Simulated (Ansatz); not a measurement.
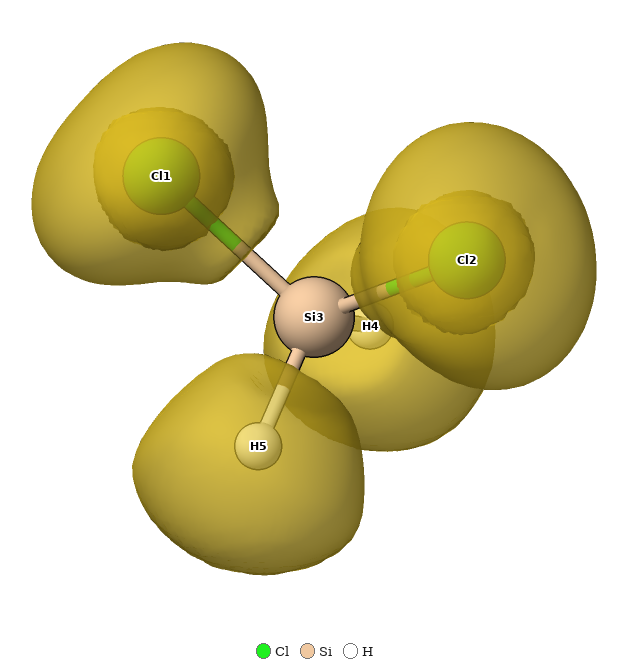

Figure 1: Cl$_{2}$H$_{2}$Si (SMILES Cl[SiH2]Cl). Isosurface of the ELF at 0.75 (yellow), seen at a tilt. Only the valence region is drawn (cores and ρ < 0.01 e/Å³ removed).

Geometry: B3LYP/6-31G*.

Method: isolated molecule in a Gaussian basis; Kohn-Sham density functional theory, functional PBE0 (Ansatz).

```xyz
5

Cl   -3.3189   -0.1084   -1.6028
Cl   -2.1197   -3.2099   -0.8908
Si   -1.9437   -1.1889   -0.5046
H    -2.2178   -0.9658    0.9286
H    -0.5900   -0.7573   -0.9046
```

Identify the bonds, lone pairs and shells in this picture.

Answer. The surface consists of two regions around hydrogen nuclei and two regions on Cl in which the atom's valence shell and bonds are merged.

Values along the shortest contacts:
Si–Cl (2.07 Å): the ELF peaks at about 0.85 between the atoms: a polar covalent bond. Si–H (1.48 Å): the ELF climbs to about 1 towards the hydrogen, as it does in any bond to H.
